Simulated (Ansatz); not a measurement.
# InSiH4F (SMILES [F][InH][SiH3]) at r2SCAN0/def2-SVP (core potential)

What is the electronic atomisation energy of InSiH4F at r2SCAN0/def2-SVP (core potential)? 

The calculation is run with Ansatz 0.2.0.

56 further runs of the same task are left out: 56 set aside as unsound or not needed.

### 1 The system as given

InSiH4F: 7 atoms, total charge 0, spin state singlet. As SMILES, `[F][InH][SiH3]`. Geometry: relaxed at PBE0-D4/def2-TZVP.

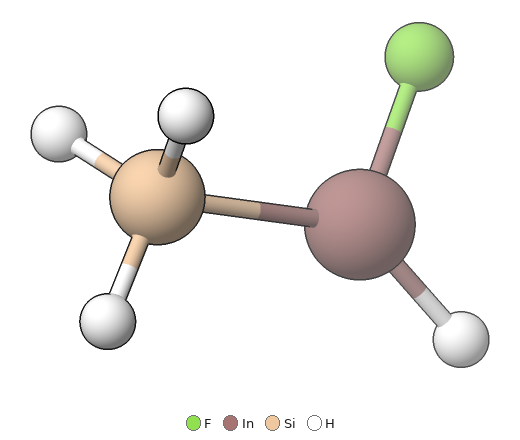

Viewed from a chosen angle; fluorine green, indium brown, silicon light orange, hydrogen white.

### 2 The energy at r2SCAN0/def2-SVP (core potential)

in.yaml reads:

```yaml
crystal:
  periodic: [false, false, false]
  atoms:
    - {symbol: F, position_ang: [-0.196000, -2.340000, 1.298800]}
    - {symbol: In, position_ang: [-0.756000, -1.164900, -0.176800]}
    - {symbol: Si, position_ang: [0.528000, 1.043100, -0.028600]}
    - {symbol: H, position_ang: [-1.937800, -1.965900, -1.125300]}
    - {symbol: H, position_ang: [1.986000, 0.765900, -0.108800]}
    - {symbol: H, position_ang: [0.226000, 1.696000, 1.272200]}
    - {symbol: H, position_ang: [0.149800, 1.965800, -1.131400]}
basis:
  gaussian:
    orbitals: def2-SVP
accuracy: high
output: {orbitals: {seedname: orbitals}}
hamiltonian:
  xc: {name: r2SCAN0}
```

Launch:

```
$ ansatz run in.yaml --threads 1 --pin off --max-ram 3480MiB --events-out events.jsonl --progress --plain --runs-dir runs
```

Standard output:

```text
Warning: RAYON_NUM_THREADS=1 ignored (pool sized by the plan → 1); use --threads N
Functional definition: r2SCAN0
  name "r2SCAN0"
  parameter a = 0.25
  parameter k0 = 0.174
  parameter k1 = 0.065
  parameter a1 = 4.9479
  exchange = (1 - a)*r2scan_x(k0 = k0, k1 = k1, a1 = a1) + a*exact_x
  correlation = r2scan_c
1767 factors; integrals over basis functions are off by at most 7.9e-9 eV
mean field evaluation 1: about -15824.8321 eV, gradient 3.9e1 eV
mean field evaluation 2: about -15811.6085 eV, gradient 9.5e1 eV
mean field evaluation 4: about -15827.5615 eV, gradient 2.1e0 eV
mean field evaluation 8: about -15827.6514 eV, gradient 9.7e-2 eV
mean field evaluation 16: about -15827.6514 eV, gradient 6.7e-6 eV
mean field -15827.65144573 eV, -581.6554622629 hartree, gradient 1.3e-8 eV, S^2 0.000000; 0 other end points of the search recorded, 0 dependent functions left out
reference -15827.65144664 eV, -581.6554622965 hartree; 24, 24 occupied and 54, 54 virtual orbitals, 1767 factors
Total energy: -15827.65144664 eV, -581.6554622965 hartree
```

Run time: 13 s. Hardware: 1 thread of Arm Neoverse V2, shared host; peak memory 0.31 GiB.

### 3 The F atom, same level

run.yaml reads:

```yaml
crystal:
  periodic: [false, false, false]
  atoms:
    - {symbol: F, position_ang: [0.000000, 0.000000, 0.000000]}
basis:
  gaussian:
    orbitals: def2-SVP
magnetization:
  spin_polarized: true
  initial_magnetization: 1
hamiltonian:
  xc: {name: r2SCAN0}
accuracy: high
```

Run the same way, it converges to -99.59319 Eh (log not shown).

### 4 The H atom at the same level

molecule.yaml reads:

```yaml
crystal:
  periodic: [false, false, false]
  atoms:
    - {symbol: H, position_ang: [0.000000, 0.000000, 0.000000]}
basis:
  gaussian: {orbitals: def2-SVP}
total_charge: 0
magnetization: {spin_polarized: true, initial_magnetization: 1}
hamiltonian: {xc: {name: r2SCAN0}}
accuracy: high
```

Run the same way, it converges to -0.49923 Eh (log not shown).

### 5 The In atom

input.yaml reads:

```yaml
crystal:
  periodic: [false, false, false]
  atoms:
    - {symbol: In, position_ang: [0.000000, 0.000000, 0.000000]}
basis:
  gaussian: {orbitals: def2-SVP}
magnetization: {spin_polarized: true, initial_magnetization: 1}
hamiltonian: {xc: {name: r2SCAN0}}
accuracy: high
```

Run the same way, it converges to -190.14442 Eh (log not shown).

### 6 The Si atom, same level

molecule.yaml reads:

```yaml
crystal:
  periodic: [false, false, false]
  atoms:
    - {symbol: Si, position_ang: [0.000000, 0.000000, 0.000000]}
basis:
  gaussian:
    orbitals: def2-SVP
magnetization:
  spin_polarized: true
  initial_magnetization: 2
hamiltonian:
  xc: {name: r2SCAN0}
accuracy: high
```

Run the same way, it converges to -289.24344 Eh (log not shown).

### 7 What came out

At r2SCAN0/def2-SVP (core potential):

| quantity | value |
| --- | --- |
| molecule: total energy | -581.65546 Eh |
| molecule: HOMO energy | -8.03 eV |
| molecule: LUMO energy | -1.85 eV |
| molecule: HOMO–LUMO gap | 6.18 eV |
| F atom: total energy | -99.59319 Eh |
| F atom: ⟨S²⟩ | 0.752 |
| H atom: total energy | -0.49923 Eh |
| H atom: ⟨S²⟩ | 0.750 |
| In atom: total energy | -190.14442 Eh |
| In atom: ⟨S²⟩ | 0.755 |
| Si atom: total energy | -289.24344 Eh |
| Si atom: ⟨S²⟩ | 2.006 |
| electronic atomisation energy | 18.436 eV |

In words: Taking the molecule apart into free atoms costs 18.44 eV (1779 kJ/mol), before zero-point energy and without spin-orbit coupling.
